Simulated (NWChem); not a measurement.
# C3H5AlClF (SMILES C=C[CH2][Al]([F])[Cl]) at 4 levels

We compute a comparison of 4 runs (HF/STO-3G, HF/3-21G, B3LYP/6-31G*) of C3H5AlClF. 

Program for the calculation: NWChem 7.3.0.

## 1. Starting point

C3H5AlClF: 11 atoms, total charge 0, spin state singlet. As SMILES, `C=C[CH2][Al]([F])[Cl]`. The coordinates come from a PBE0-D4/def2-TZVP relaxation. This is one conformer, not always the lowest.

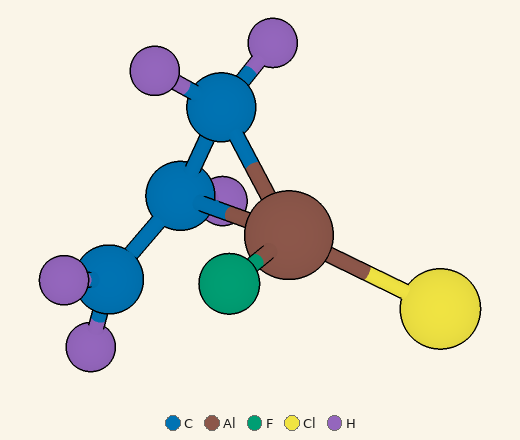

Viewed from a chosen angle; carbon blue, aluminium brown, fluorine teal, chlorine yellow, hydrogen purple.

## 2. Energy and gradient at HF/STO-3G (run 1)

calc.nw reads:

```
START calc
TITLE "C3H5AlClF"
memory stack 880 mb heap 220 mb global 1100 mb

GEOMETRY units au noautosym nocenter noautoz
  C   -0.96527210  -2.58495637  -0.63891640
  C    1.04823108  -1.41578281   0.38191365
  C    2.13142210   1.01346012  -0.53214688
  Al  -1.14101663   2.33589046   0.47451023
  F   -3.26431291   2.95042940  -1.71813899
  Cl  -2.04241600   3.23558907   4.21219953
  H   -1.79977516  -4.22221508   0.25775864
  H   -1.76764982  -1.99328312  -2.43547903
  H    1.74081571  -2.11120203   2.18905874
  H    2.33248896   1.10700156  -2.58136589
  H    3.85088390   1.57735440   0.42953475
END

BASIS "ao basis" spherical bse
  * library STO-3G
END

SCF
  thresh 1e-08
  maxiter 80
END

TASK scf gradient
```

On the command line:

```sh
$ nwchem calc.nw > calc.out
```

Output:

```text
[...]
  functions       =    43
[...]
  wavefunction    = RHF
[...]
         Total SCF energy =   -906.863518770601
      One-electron energy =  -1931.628598938587
      Two-electron energy =    687.504547275637
 Nuclear repulsion energy =    337.260532892349
        Time for solution =      2.9s
[...]
                         RHF ENERGY GRADIENTS
    atom               coordinates                        gradient
                 x          y          z           x          y          z
   1 C      -0.965272  -2.584956  -0.638916   -0.020095  -0.015397  -0.010924
   2 C       1.048231  -1.415783   0.381914    0.022188   0.043906   0.005154
   3 C       2.131422   1.013460  -0.532147    0.027045  -0.039009   0.000167
   4 Al     -1.141017   2.335890   0.474510   -0.005087  -0.010002   0.028115
   5 F      -3.264313   2.950429  -1.718139   -0.020365   0.007552  -0.025151
   6 Cl     -2.042416   3.235589   4.212200   -0.002114   0.003642   0.008201
   7 H      -1.799775  -4.222215   0.257759   -0.000350  -0.001910   0.002498
   8 H      -1.767650  -1.993283  -2.435479   -0.002236   0.003291  -0.003929
   9 H       1.740816  -2.111202   2.189059   -0.000051   0.000449   0.001305
  10 H       2.332489   1.107002  -2.581366   -0.003084   0.003924  -0.008048
  11 H       3.850884   1.577354   0.429535    0.004151   0.003555   0.002611
[...]
```

Wall time 4.5 s (1 thread of Intel Xeon 6975P-C (Granite Rapids), shared host); peak memory 0.096 GiB.

## 3. Energy and gradient at HF/3-21G (run 2)

run.py reads:

```python
from ase import Atoms
from ase.calculators.nwchem import NWChem

system = Atoms(['C', 'C', 'C', 'Al', 'F', 'Cl', 'H', 'H', 'H', 'H', 'H'], positions=[
    [-0.510800, -1.367900, -0.338100],
    [0.554700, -0.749200, 0.202100],
    [1.127900, 0.536300, -0.281600],
    [-0.603800, 1.236100, 0.251100],
    [-1.727400, 1.561300, -0.909200],
    [-1.080800, 1.712200, 2.229000],
    [-0.952400, -2.234300, 0.136400],
    [-0.935400, -1.054800, -1.288800],
    [0.921200, -1.117200, 1.158400],
    [1.234300, 0.585800, -1.366000],
    [2.037800, 0.834700, 0.227300],
])

calc = NWChem(
    label='c3h5alclf',
    theory='scf',
    memory='2200 mb',
    basis='3-21G',
    basispar='spherical bse',
    scf={'nopen': '0', 'rhf': None, 'thresh': '1e-08', 'maxiter': '80'},
)
system.calc = calc

forces = system.get_forces()
print(f"energy = {system.get_potential_energy():.6f} eV")
print("forces (eV/A):")
for s, f in zip(system.symbols, forces):
    print(f"{s:2s} {f[0]:10.5f} {f[1]:10.5f} {f[2]:10.5f}")
print("dipole (e A):", system.get_dipole_moment().round(4))
```

On the command line:

```sh
$ export ASE_NWCHEM_COMMAND="nwchem PREFIX.nwi > PREFIX.nwo"
$ python run.py
```

Output:

```text
energy = -24838.638302 eV
forces (eV/A):
C     0.07878    0.08444    0.05379
C    -0.32051   -1.43550    0.54626
C     0.46177    0.80326   -0.42074
Al    0.35132    0.00072   -1.48985
F    -0.25392    0.10053   -0.12516
Cl   -0.44341    0.42588    1.67960
H     0.17376    0.31964   -0.20877
H     0.18615   -0.17406    0.28904
H    -0.07472    0.09780   -0.43087
H     0.08850   -0.09410    0.27516
H    -0.24770   -0.12856   -0.16851
dipole (e A): [ 0.5101 -0.4691 -0.268 ]
```

The calculator wrote c3h5alclf.nwi:

```
title "c3h5alclf"

permanent_dir c3h5alclf

scratch_dir c3h5alclf

start c3h5alclf

geometry units angstrom nocenter noautosym noautoz
  C  -5.1080000000000003e-01 -1.3678999999999999e+00 -3.3810000000000001e-01
  C  5.5469999999999997e-01 -7.4919999999999998e-01 2.0210000000000000e-01
  C  1.1278999999999999e+00 5.3630000000000000e-01 -2.8160000000000002e-01
  Al -6.0380000000000000e-01 1.2361000000000000e+00 2.5109999999999999e-01
  F  -1.7274000000000000e+00 1.5612999999999999e+00 -9.0920000000000001e-01
  Cl -1.0808000000000000e+00 1.7121999999999999e+00 2.2290000000000001e+00
  H  -9.5240000000000002e-01 -2.2343000000000002e+00 1.3639999999999999e-01
  H  -9.3540000000000001e-01 -1.0548000000000000e+00 -1.2887999999999999e+00
  H  9.2120000000000002e-01 -1.1172000000000000e+00 1.1584000000000001e+00
  H  1.2343000000000000e+00 5.8579999999999999e-01 -1.3660000000000001e+00
  H  2.0377999999999998e+00 8.3470000000000000e-01 2.2730000000000000e-01
end

memory 2200 mb

basis spherical bse noprint
   * library 3-21G
end

scf
  nopen 0
  rhf
  thresh 1e-08
  maxiter 80
end

task scf gradient
```

c3h5alclf.nwo:

```text
Northwest Computational Chemistry Package (NWChem) 7.3.0
             --------------------------------------------------------

           Job information
           ---------------

    nwchem branch   = 7.3.0
    use scalapack   = T
    input           = c3h5alclf.nwi
    prefix          = c3h5alclf.
    data base       = c3h5alclf/c3h5alclf.db
    status          = startup
    nproc           =        1

           Memory information
           ------------------

[... 5 lines left out ...]
    hardfail = no
[... 140 lines left out ...]
         Quadratically convergent ROHF
[... 15 lines left out ...]
       Final RHF  results
[... 4 lines left out ...]
      Two-electron energy =    683.843027872590
[... 50 lines left out ...]
                       ROHF Final Molecular Orbital Analysis
[... 281 lines left out ...]
                 ----------------------------------------
                 |  Time  |  1-e(secs)   |  2-e(secs)   |
                 ----------------------------------------
                 |  CPU   |       0.00   |       0.97   |
                 ----------------------------------------
                 |  WALL  |       0.00   |       0.97   |
                 ----------------------------------------

 Task  times  cpu:        5.1s     wall:        5.1s
 Total times  cpu:        5.1s     wall:        5.1s
```

Wall time 6.3 s (1 thread of Intel Xeon 6975P-C (Granite Rapids), shared host); peak memory 0.096 GiB.

## 4. Energy and gradient at B3LYP/6-31G(d) (spherical functions) (run 3)

Changes to run.py since step 3:

```diff
@@ -3,3 +3,3 @@
 
-system = Atoms(['C', 'C', 'C', 'Al', 'F', 'Cl', 'H', 'H', 'H', 'H', 'H'], positions=[
+system = Atoms('CCCAlFClHHHHH', positions=[
     [-0.510800, -1.367900, -0.338100],
@@ -19,7 +19,7 @@
     label='c3h5alclf',
-    theory='scf',
+    theory='dft',
     memory='2200 mb',
-    basis='3-21G',
+    basis='6-31G*',
     basispar='spherical bse',
-    scf={'nopen': '0', 'rhf': None, 'thresh': '1e-08', 'maxiter': '80'},
+    dft={'xc': 'b3lyp', 'mult': '1', 'grid': 'fine', 'convergence': 'energy 1e-08', 'iterations': '100', 'mulliken': None},
 )
@@ -28,3 +28,3 @@
 forces = system.get_forces()
-print(f"energy = {system.get_potential_energy():.6f} eV")
+print("Total energy (eV):", round(system.get_potential_energy(), 6))
 print("forces (eV/A):")
```

On the command line:

```sh
$ export ASE_NWCHEM_COMMAND="nwchem PREFIX.nwi > PREFIX.nwo"
$ python run.py
```

Output:

```text
Total energy (eV): -25032.31865
forces (eV/A):
C    -0.29064   -0.22585   -0.14367
C     0.28586   -0.16018    0.17448
C     0.11354    0.22862   -0.07292
Al    0.16810    0.09842   -0.03723
F    -0.28359    0.08634   -0.26765
Cl   -0.10418    0.10115    0.39158
H    -0.06798   -0.09611    0.01491
H    -0.04438   -0.03394   -0.07528
H     0.03774   -0.03034    0.08243
H     0.06073   -0.00195   -0.10315
H     0.12475    0.03378    0.03651
dipole (e A): [ 0.4424 -0.4095 -0.1548]
```

The calculator wrote c3h5alclf.nwi:

```
title "c3h5alclf"

permanent_dir c3h5alclf

scratch_dir c3h5alclf

start c3h5alclf

geometry units angstrom nocenter noautosym noautoz
  C  -5.1080000000000003e-01 -1.3678999999999999e+00 -3.3810000000000001e-01
  C  5.5469999999999997e-01 -7.4919999999999998e-01 2.0210000000000000e-01
  C  1.1278999999999999e+00 5.3630000000000000e-01 -2.8160000000000002e-01
  Al -6.0380000000000000e-01 1.2361000000000000e+00 2.5109999999999999e-01
  F  -1.7274000000000000e+00 1.5612999999999999e+00 -9.0920000000000001e-01
  Cl -1.0808000000000000e+00 1.7121999999999999e+00 2.2290000000000001e+00
  H  -9.5240000000000002e-01 -2.2343000000000002e+00 1.3639999999999999e-01
  H  -9.3540000000000001e-01 -1.0548000000000000e+00 -1.2887999999999999e+00
  H  9.2120000000000002e-01 -1.1172000000000000e+00 1.1584000000000001e+00
  H  1.2343000000000000e+00 5.8579999999999999e-01 -1.3660000000000001e+00
  H  2.0377999999999998e+00 8.3470000000000000e-01 2.2730000000000000e-01
end

memory 2200 mb

basis spherical bse noprint
   * library 6-31G*
end

dft
  xc b3lyp
  mult 1
  grid fine
  convergence energy 1e-08
  iterations 100
  mulliken
end

task dft gradient
```

c3h5alclf.nwo:

```text
Northwest Computational Chemistry Package (NWChem) 7.3.0
             --------------------------------------------------------

           Job information
           ---------------

    nwchem branch   = 7.3.0
    use scalapack   = T
    input           = c3h5alclf.nwi
    prefix          = c3h5alclf.
    data base       = c3h5alclf/c3h5alclf.db
    status          = startup
    nproc           =        1

           Memory information
           ------------------

[... 5 lines left out ...]
    hardfail = no
[... 111 lines left out ...]
  convergence criterion.
[... 44 lines left out ...]
          Spatial weights used:  Erf1
[... 32 lines left out ...]
 1-e energy   =   -1935.915576
[... 43 lines left out ...]
           Coulomb energy =      759.396711303300
[... 784 lines left out ...]
          Convergence on density requested:  1.00D-05
[... 30 lines left out ...]
          total energy or number of iterations.
[... 36 lines left out ...]
                 ----------------------------------------
                 |  Time  |  1-e(secs)   |  2-e(secs)   |
                 ----------------------------------------
                 |  CPU   |       0.01   |       7.73   |
                 ----------------------------------------
                 |  WALL  |       0.01   |       7.73   |
                 ----------------------------------------

 Task  times  cpu:       34.9s     wall:       34.9s
 Total times  cpu:       34.9s     wall:       34.9s
```

Run time: 36 s. Hardware: 1 thread of Intel Xeon 6975P-C (Granite Rapids), shared host; peak memory 0.12 GiB.

## 5. Energy and gradient at B3LYP/6-31G(d) (Cartesian functions) (run 4)

mymol.nw reads:

```
start mymol
memory 2200 mb
charge 0

geometry units angstroms noautosym nocenter noautoz
C     -0.510800    -1.367900    -0.338100
C      0.554700    -0.749200     0.202100
C      1.127900     0.536300    -0.281600
Al    -0.603800     1.236100     0.251100
F     -1.727400     1.561300    -0.909200
Cl    -1.080800     1.712200     2.229000
H     -0.952400    -2.234300     0.136400
H     -0.935400    -1.054800    -1.288800
H      0.921200    -1.117200     1.158400
H      1.234300     0.585800    -1.366000
H      2.037800     0.834700     0.227300
end

basis "ao basis"
C library 6-31G*
Al library 6-31G*
F library 6-31G*
Cl library 6-31G*
H library 6-31G*
end

dft
xc b3lyp
grid fine
convergence energy 1e-08
iterations 100
mulliken
end

task dft gradient
```

On the command line:

```sh
$ nwchem mymol.nw > mymol.out
```

Output:

```text
[...]
          Wavefunction type:  closed shell.
          No. of atoms     :    11
          No. of electrons :    62
[...]
          Charge           :     0
          Spin multiplicity:     1
[...]
          AO basis - number of functions:   108
[...]
              XC Information
              --------------
                         B3LYP Method XC Potential
                     Hartree-Fock (Exact) Exchange  0.200
                        Slater Exchange Functional  0.800 local
                    Becke 1988 Exchange Functional  0.720 non-local
              Lee-Yang-Parr Correlation Functional  0.810
                  VWN I RPA Correlation Functional  0.190 local
[...]
 d= 0,ls=0.0,diis     1   -919.8354490509 -1.26D+03  1.41D-02  9.96D-01     3.0
[...]
 d= 0,ls=0.0,diis    10   -919.9291931976 -8.38D-09  5.60D-07  5.83D-09    27.6
         Total DFT energy =     -919.929193197555
      One electron energy =    -1940.744655487080
           Coulomb energy =      759.229205100973
    Exchange-Corr. energy =      -75.674300037700
 Nuclear repulsion energy =      337.260557226253
[...]
  wavefunction    = closed shell
[...]
```

Wall time 36 s (1 thread of Intel Xeon 6975P-C (Granite Rapids), shared host); peak memory 0.13 GiB.

## 6. All runs side by side

```csv
run,level,iteration cap,module,energy (Eh),dipole moment (D),HOMO energy (eV),LUMO energy (eV),wall time
1,HF/STO-3G,80,scf,-906.863519,2.75,-7.81,7.28,4.5 s
2,HF/3-21G,80,scf,-912.803129,3.57,-10.01,2.59,6.3 s
3,B3LYP/6-31G* (spherical functions),100,dft,-919.920750,2.99,-6.97,-1.01,36 s
4,B3LYP/6-31G* (Cartesian functions),100,dft,-919.929193,2.99,-6.97,-1.01,36 s
```

## 7. Summary of results

| quantity | value |
| --- | --- |
| run 4: total energy | -919.92919 Eh |
| run 4: dipole moment | 2.99 D |
| run 4: HOMO energy | -6.97 eV |
| run 4: LUMO energy | -1.01 eV |
| run 4: HOMO–LUMO gap | 5.96 eV |
| run 4: largest force on an atom | 0.414 eV/Å |

What this shows: The dipole moment (its size) runs from 2.75 D (HF/STO-3G) to 3.57 D (HF/3-21G). The HOMO–LUMO gap runs from 5.96 eV (B3LYP/6-31G*) to 15.09 eV (HF/STO-3G). The two ends differ in method and basis. In run 1 the basis is minimal, so the values are rough. All runs together took 83 s, the longest 36 s.
